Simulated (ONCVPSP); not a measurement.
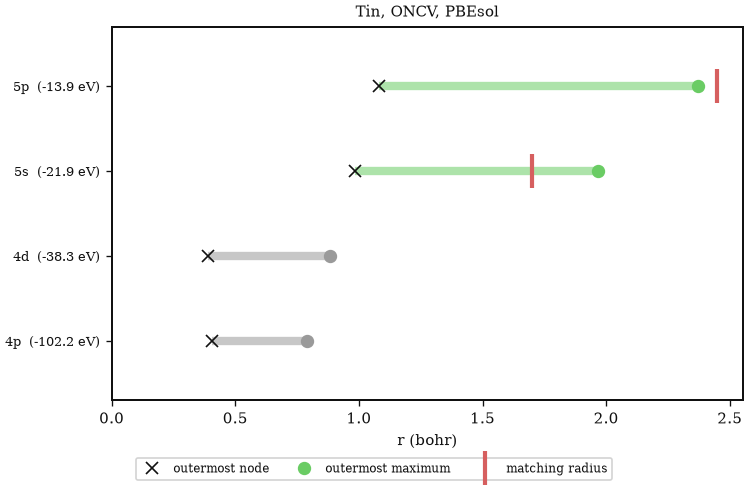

Fig. 1: Outer shells of the all-electron reference atom: each bar runs from the outermost node (or the nucleus) to the outermost maximum of u(r); the tick is the radius chosen for the pseudo-wave. Shells without a tick have no pseudo-wave of their own. Levels, nodes and maxima are from ld1.x, scalar-relativistic.

- Radii against the shells: 5s: 1.70 bohr, between node and maximum; 5p: 2.45 bohr, outside the maximum.

**Pseudopotential generation for Sn**

- system: tin (Sn, Z = 50), core [Kr] 4d10, reference valence 5s2 5p0.5 (an ion of charge +1.5), valence charge 4.
- method: ONCV potential, PBEsol, scalar-relativistic, made with ONCVPSP 4.0.1

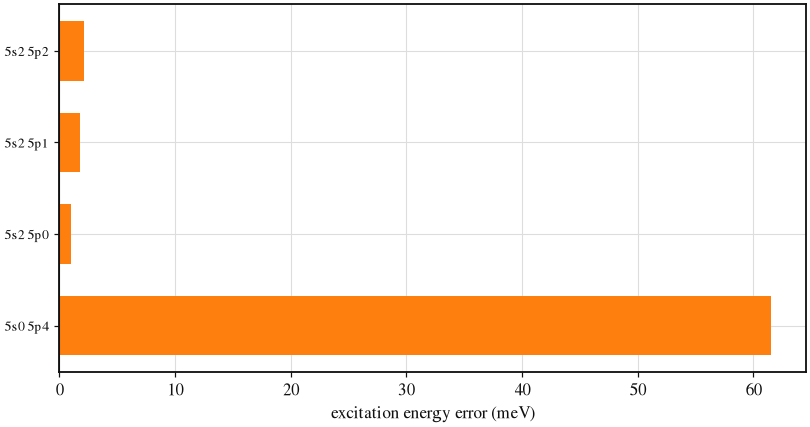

Fig. 2: Errors, all-electron minus pseudo, of the energies of valence configurations relative to the unpolarised reference 5s2 5p0.5.

- Worst configuration: 5s0 5p4 (neutral): the error is +61 meV on an all-electron energy of +1.30 eV relative to the reference, or 4.7 %.
- Errors in meV: 5s2 5p2: +2.1; 5s2 5p1: +1.8; 5s2 5p0: +1.0; 5s0 5p4: +61. The potential isn't sound: its ghost test gives GHOST(-) flagged for s at -147.3 eV, p at -27.0 eV, d at -2825.2 eV; GHOST(+) flagged for s at 254.7 eV, d at 187.1 eV (flags above 300 eV left out).

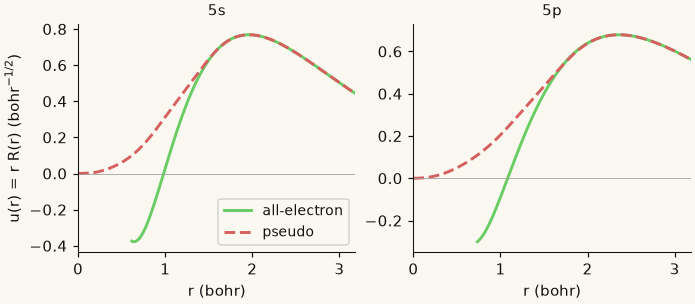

Fig. 3: Partial waves u(r) = r R(r), all-electron (solid) and pseudo (dashed). The innermost oscillations of some all-electron curves aren't drawn. Reference configuration 5s2 5p0.5.

- Matching radii: 5s at 1.70 bohr; 5p at 2.45 bohr. The curves merge smoothly, so the plot gives these only roughly.
- Nodes of the pseudo-waves: 5s has no node; 5p has no node.

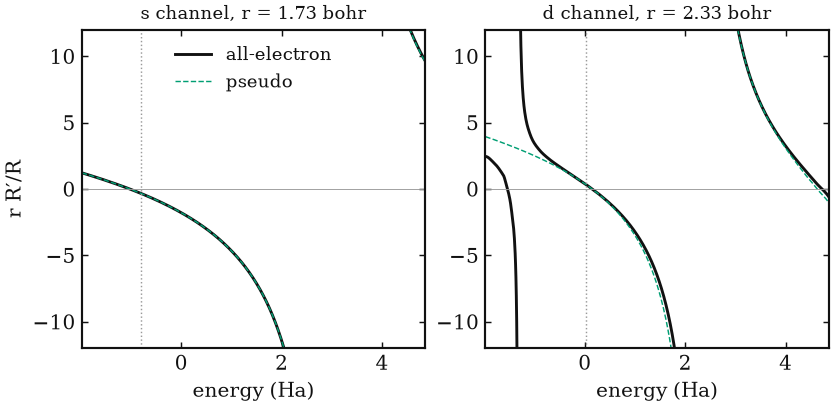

Fig. 4: Logarithmic derivatives r R′/R at the test radius against energy, all-electron atom (solid) and pseudo-atom (dashed). Here R(r) is the radial function. The dotted line marks the reference energy of the channel. Not drawn: p: not judged, the stored energies step over a narrow level; f: not judged.

- Poles, where the radial function vanishes at the test radius: s: all-electron at 3.2 Ha, pseudo at 3.2 Ha; d: all-electron at -1.3 and 2.4 Ha, pseudo at 2.3 Ha.
- Zeros of the logarithmic derivative: s: all-electron -1.0 Ha, pseudo -1.0 Ha; d: all-electron -1.5, 0.1 and 4.7 Ha, pseudo 0.1 and 4.6 Ha.

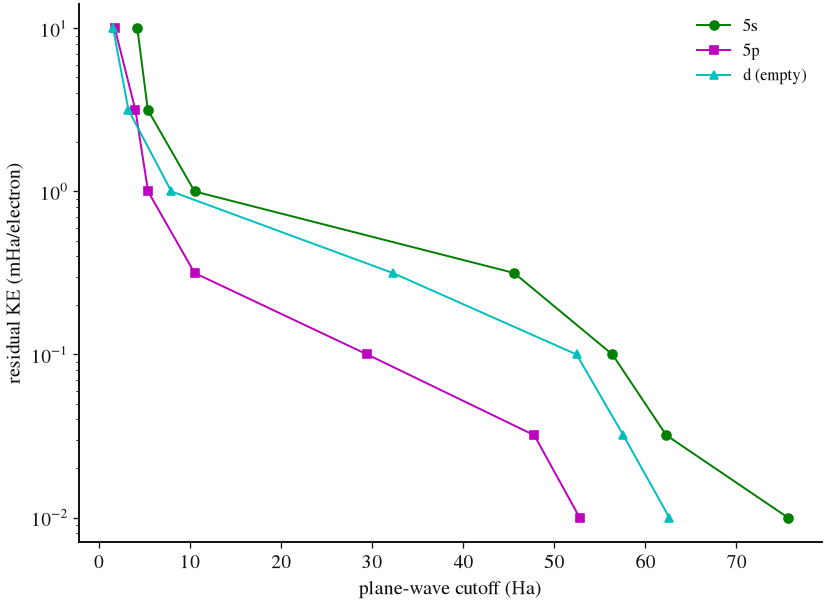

Fig. 5: Residual kinetic energy of the pseudo-waves (the first of each channel, and further valence shells) beyond the plane-wave cutoff, as the generator prints it.

- Cutoffs for 1 mHa per electron: 5s: 11 Ha; d (empty): 8.0 Ha; 5p: 5.4 Ha.
- Cutoffs for the occupied states: 11 Ha for 1 mHa and 56 Ha for 0.1 mHa per electron. The first is set by 5s.
- Hardest wave at 1 mHa per electron: 5s, with rc = 1.70 bohr and qcut = 3.5 1/bohr. The optimisation minimises, but can't always remove, the kinetic energy above qcut²/2 = 6.1 Ha, and a larger rc would as a rule soften the wave at some cost in transferability.

Input and output of the run follow.

### Input file
```
# ATOM AND REFERENCE CONFIGURATION
# atsym  z   nc   nv     iexc    psfile
  Sn 50.00    9    2  -116133      upf
#
#   n    l    f
    1    0    2.00
    2    0    2.00
    2    1    6.00
    3    0    2.00
    3    1    6.00
    3    2   10.00
    4    0    2.00
    4    1    6.00
    4    2   10.00
    5    0    2.00
    5    1    0.50
#
# PSEUDOPOTENTIAL AND OPTIMIZATION
# lmax
    2
#
#   l,   rc,      ep,       ncon, nbas, qcut
    0    1.70    0.00    4    8    3.50
    1    2.45    0.00    5   10    3.30
    2    2.30    0.02    4    9    3.90
#
# LOCAL POTENTIAL
# lloc, lpopt,  rc(5),   dvloc0
    4    5    1.10    0.00
#
# VANDERBILT-KLEINMAN-BYLANDER PROJECTORs
# l, nproj, debl
    0    3    0.90
    1    2    1.10
    2    3    3.30
#
# MODEL CORE CHARGE
# icmod, fcfact, rcfact
    0    0.00    0.00
#
# LOG DERIVATIVE ANALYSIS
# epsh1, epsh2, depsh
   -2.00    5.00    0.02
#
# OUTPUT GRID
# rlmax, drl
    6.00    0.01
#
# TEST CONFIGURATIONS
# ncnf
    4
# nvcnf
#   n    l    f
    2
    5    0    2.00
    5    1    2.00
#
    2
    5    0    2.00
    5    1    1.00
#
    2
    5    0    2.00
    5    1    0.00
#
    2
    5    0    0.00
    5    1    4.00
#
```

Command:
```bash
oncvpsp.x < Sn.dat > Sn.out
```

### Log (extracts)
```
ONCVPSP  (Optimized Norm-Conservinng Vanderbilt PSeudopotential)
scalar-relativistic version 4.0.1

#   n    l    f        energy (Ha)
    1    0    2.00    -1.0661612E+03
    2    0    2.00    -1.6135549E+02
    2    1    6.00    -1.4492136E+02
    3    0    2.00    -3.1502444E+01
    3    1    6.00    -2.6132862E+01
    3    2   10.00    -1.7860781E+01
    4    0    2.00    -5.3780628E+00
    4    1    6.00    -3.7544195E+00
    4    2   10.00    -1.4090545E+00
    5    0    2.00    -8.0574838E-01
    5    1    0.50    -5.1246549E-01

Reference configufation results
  iterations    27
  all-electron total energy (Ha)   -6.17397699D+03

Begin loop to  construct optimized pseudo wave functions
and semi-local pseudopoentials for all angular momenta

   Wellstate for l =  0  n =  6
     eigenvalue =   0.0943
     asymptotic potential =   0.5943
     half-point radius =  4.0759

   Wellstate for l =  0  n =  7
     eigenvalue =   0.9943
     asymptotic potential =   1.4943
     half-point radius =  4.5104

Calculating optimized projector #   1

 for l=   0

    Fraction of norm inside rc  0.231957
    Optimizing pswf for qcut=   3.51 a_B^-1,  ecut=   6.15 Ha
    Residual kinetic energy error=  1.53D-03 Ha

    Energy error per electron        Cutoff
         Ha          eV             Ha
         0.01000     0.27211        4.26
         0.00100     0.02721       10.55
         0.00010     0.00272       56.40
         0.00001     0.00027       75.65

Calculating optimized projector #   2

 for l=   0

    Fraction of norm inside rc  0.100446
    Optimizing pswf for qcut=   3.51 a_B^-1,  ecut=   6.15 Ha
    Residual kinetic energy error=  2.80D-03 Ha

    Energy error per electron        Cutoff
         Ha          eV             Ha
         0.01000     0.27211        5.02
         0.00100     0.02721        6.92
         0.00010     0.00272       10.05
         0.00001     0.00027       77.99

Calculating optimized projector #   3

 for l=   0

    Fraction of norm inside rc  0.076858
    Optimizing pswf for qcut=   3.51 a_B^-1,  ecut=   6.15 Ha
    Residual kinetic energy error=  9.32D-03 Ha

    Energy error per electron        Cutoff
         Ha          eV             Ha
         0.01000     0.27211        6.08
         0.00100     0.02721        8.11
         0.00010     0.00272       11.08
         0.00001     0.00027       84.79

   Wellstate for l =  1  n =  7
     eigenvalue =   0.5875
     asymptotic potential =   1.0875
     half-point radius =  6.2834

Calculating optimized projector #   1

 for l=   1

    Fraction of norm inside rc  0.417585
    Optimizing pswf for qcut=   3.30 a_B^-1,  ecut=   5.46 Ha
    Residual kinetic energy error=  9.38D-04 Ha

    Energy error per electron        Cutoff
         Ha          eV             Ha
         0.01000     0.27211        1.79
         0.00100     0.02721        5.44
         0.00010     0.00272       29.49
         0.00001     0.00027       52.79

Calculating optimized projector #   2

 for l=   1

    Fraction of norm inside rc  0.112891
    Optimizing pswf for qcut=   3.30 a_B^-1,  ecut=   5.46 Ha
    Residual kinetic energy error=  1.91D-03 Ha

    Energy error per electron        Cutoff
         Ha          eV             Ha
         0.01000     0.27211        3.11
         0.00100     0.02721        6.23
         0.00010     0.00272       21.25
         0.00001     0.00027       65.13

   Wellstate for l =  2  n =  6
     eigenvalue =   0.0200
     asymptotic potential =   0.5200
     half-point radius = 11.8070

   Wellstate for l =  2  n =  8
     eigenvalue =   3.3200
     asymptotic potential =   3.8200
     half-point radius =  4.4776

   Wellstate for l =  2  n =  9
     eigenvalue =   6.6200
     asymptotic potential =   7.1200
     half-point radius =  3.9529

Calculating optimized projector #   1

 for l=   2

    Fraction of norm inside rc  0.053289
    Optimizing pswf for qcut=   3.89 a_B^-1,  ecut=   7.58 Ha
    Residual kinetic energy error=  1.15D-03 Ha

    Energy error per electron        Cutoff
         Ha          eV             Ha
         0.01000     0.27211        1.60
         0.00100     0.02721        7.99
         0.00010     0.00272       52.46
         0.00001     0.00027       62.64

Calculating optimized projector #   2

 for l=   2

    Fraction of norm inside rc  0.097986
    Optimizing pswf for qcut=   3.89 a_B^-1,  ecut=   7.58 Ha
    Residual kinetic energy error=  9.41D-02 Ha

    Energy error per electron        Cutoff
         Ha          eV             Ha
         0.01000     0.27211       61.66
         0.00100     0.02721       74.93
         0.00010     0.00272       95.92

Calculating optimized projector #   3

 for l=   2

    Fraction of norm inside rc  0.104039
    Optimizing pswf for qcut=   3.89 a_B^-1,  ecut=   7.58 Ha
    Residual kinetic energy error=  5.00D-01 Ha

    Energy error per electron        Cutoff
         Ha          eV             Ha
         0.01000     0.27211       57.76
         0.00100     0.02721       89.84
         0.00010     0.00272      110.20
         0.00001     0.00027      157.49

Construct Vanderbilt / Kleinmman-Bylander projectors

B matrix Hermiticity error, ll=   0
   1   2    5.3165E-05
   1   3   -1.0222E-04
   2   3    3.6523E-05

  Orthonormal projector coefficients -2.9081E+01  1.2124E+01  5.3229E+00

B matrix Hermiticity error, ll=   1
   1   2   -4.8468E-05

  Orthonormal projector coefficients  6.3913E+00  6.2391E-01

B matrix Hermiticity error, ll=   2
   1   2   -7.8949E-05
   1   3    8.4513E-05
   2   3    1.6289E-04

  Orthonormal projector coefficients -1.4030E+02  6.5322E+00  1.5507E+00

Pseudoatom total energy   -2.894854

Diagnostic tests using Vanderbilt-Kleinman-Bylander pseudopotentials
  1 or more projectors used as specified by nproj input data

   l    rcore       rmatch      e in        delta e   norm test  slope test

   0   1.7073917   1.7592318  -0.8057484  -0.0000001   1.0000445   1.0000316
run_diag: lschvkbbe ERROR   2   1   0  60  9.42516149E-02  3.48264534E-02
   0   1.7073917   1.7592318   0.0942516  -0.0594252   0.0503358   0.0570417
run_diag: lschvkbbe ERROR   3   1   0  60  9.94251610E-01  8.44826449E-01
   0   1.7073917   1.7592318   0.9942516  -0.1494252   0.1109968   0.1312059

   1   2.4592914   2.5339608  -0.5124655  -0.0000003   1.0000453   1.0000663
   1   2.4592914   2.5339608   0.5875345   0.0000005   1.0001289   1.0001289

   2   2.3026727   2.3725868   0.0200000   0.0000069   1.0000978   1.0000978
   2   2.3026727   2.3725868   3.3200000   0.0000192   1.0003106   1.0003106
   2   2.3026727   2.3725868   6.6200000   0.0001004   1.0002774   1.0002774

 Testing for bound ghosts
   n   l    E NL Schr. Eq   E Basis Diag.   E Cutoff

       0                       -5.411524    118.70  WARNING - GHOST(-)
   1   0       -0.805749       -0.799267    118.70

       1                       -0.991748     82.44  WARNING - GHOST(-)
   2   1       -0.512466       -0.511514     82.44

       2                     -103.823325    103.94  WARNING - GHOST(-)
   3   2       -0.206000       -0.169216    103.94

 Testing for highly-localized positive-energy ghosts
       l    <radius>/rc     E Basis Diag.   E Cutoff

       0        0.626369        9.361417    118.70  WARNING - GHOST(+)

       0        0.361974       23.704502    118.70  WARNING - GHOST(+)

       2        0.393150        6.874788    103.94  WARNING - GHOST(+)

       2        0.988763       47.614842    103.94  WARNING - GHOST(+)

Test configuration 0

   n   l     f        eae           eps        diff
   1   0  2.0000-1066.16119422
   2   0  2.0000 -161.35548522
   2   1  6.0000 -144.92135610
   3   0  2.0000  -31.50244404
   3   1  6.0000  -26.13286227
   3   2 10.0000  -17.86078060
   4   0  2.0000   -5.37806283
   4   1  6.0000   -3.75441953
   4   2 10.0000   -1.40905449
   5   0  2.0000   -0.80574838   -0.80574852   -1.41D-07
   5   1  0.5000   -0.51246549   -0.51246583   -3.36D-07

    Total energies and differences
      AE_ref= -6.17397699D+03  AE_tst= -6.17397699D+03  dif=  0.00D+00
      PS_ref= -2.89485411D+00  PS_tst= -2.89485411D+00  dif= -4.44D-16
      PSP excitation error=  4.44D-16

Test configuration 1

   n   l     f        eae           eps        diff
   1   0  2.0000-1065.69347824
   2   0  2.0000 -160.89059943
   2   1  6.0000 -144.45613940
   3   0  2.0000  -31.03828804
   3   1  6.0000  -25.66868241
   3   2 10.0000  -17.39668670
   4   0  2.0000   -4.91501716
   4   1  6.0000   -3.29141499
   4   2 10.0000   -0.94784630
   5   0  2.0000   -0.38937506   -0.38896787    4.07D-04
   5   1  2.0000   -0.13629713   -0.13626950    2.76D-05

    Total energies and differences
      AE_ref= -6.17397699D+03  AE_tst= -6.17445273D+03  dif= -4.76D-01
      PS_ref= -2.89485411D+00  PS_tst= -3.37067249D+00  dif= -4.76D-01
      PSP excitation error=  7.85D-05

Test configuration 2

   n   l     f        eae           eps        diff
   1   0  2.0000-1065.99041963
   2   0  2.0000 -161.18606604
   2   1  6.0000 -144.75178297
   3   0  2.0000  -31.33337835
   3   1  6.0000  -25.96378595
   3   2 10.0000  -17.69174331
   4   0  2.0000   -5.20958599
   4   1  6.0000   -3.58598489
   4   2 10.0000   -1.24153490
   5   0  2.0000   -0.65725532   -0.65706721    1.88D-04
   5   1  1.0000   -0.37793877   -0.37794085   -2.08D-06

    Total energies and differences
      AE_ref= -6.17397699D+03  AE_tst= -6.17419923D+03  dif= -2.22D-01
      PS_ref= -2.89485411D+00  PS_tst= -3.11715317D+00  dif= -2.22D-01
      PSP excitation error=  6.48D-05

Test configuration 3

   n   l     f        eae           eps        diff
   1   0  2.0000-1066.34438910
   2   0  2.0000 -161.53686060
   2   1  6.0000 -145.10293374
   3   0  2.0000  -31.68334140
   3   1  6.0000  -26.31377313
   3   2 10.0000  -18.04164109
   4   0  2.0000   -5.55811708
   4   1  6.0000   -3.93439093
   4   2 10.0000   -1.58772769
   5   0  2.0000   -0.96138521   -0.96116210    2.23D-04

    Total energies and differences
      AE_ref= -6.17397699D+03  AE_tst= -6.17368576D+03  dif=  2.91D-01
      PS_ref= -2.89485411D+00  PS_tst= -2.60365614D+00  dif=  2.91D-01
      PSP excitation error=  3.64D-05

Test configuration 4

   n   l     f        eae           eps        diff
   1   0  2.0000-1065.80430414
   2   0  2.0000 -160.99903378
   2   1  6.0000 -144.56438202
   3   0  2.0000  -31.14828976
   3   1  6.0000  -25.77862347
   3   2 10.0000  -17.50641060
   4   0  2.0000   -5.02536345
   4   1  6.0000   -3.40130748
   4   2 10.0000   -1.05300300
   5   1  4.0000   -0.18013732   -0.17977153    3.66D-04

    Total energies and differences
      AE_ref= -6.17397699D+03  AE_tst= -6.17392915D+03  dif=  4.78D-02
      PS_ref= -2.89485411D+00  PS_tst= -2.84926828D+00  dif=  4.56D-02
      PSP excitation error=  2.26D-03
```

### Key numbers

- outcome: generated, with a ghost state
- cutoffs needed: 11 Ha and 56 Ha (the cutoffs at which the residual kinetic energy of the hardest occupied pseudo-wave falls to 1 and 0.1 mHa per electron)
- ghost test: GHOST(-) flagged for s at -147.3 eV, p at -27.0 eV, d at -2825.2 eV; GHOST(+) flagged for s at 254.7 eV, d at 187.1 eV (flags above 300 eV left out)
- largest excitation error: +61 meV (all-electron minus pseudo) for 5s0 5p4, out of 4 test configurations
- range over which the phases arctan(r R′/R) at the test radius agree within 0.05 rad (a looser test near the poles than one of phase shifts): s: over the whole range computed; d: between about -0.7 and 4.2 Ha; p: not judged, the stored energies step over a narrow level; f: not judged, local potential alone
- hardware: 1 CPU thread, shared host
- wall time: 6.2 s

### Remarks

The potential has a bound ghost state, so it can't be used as it stands.
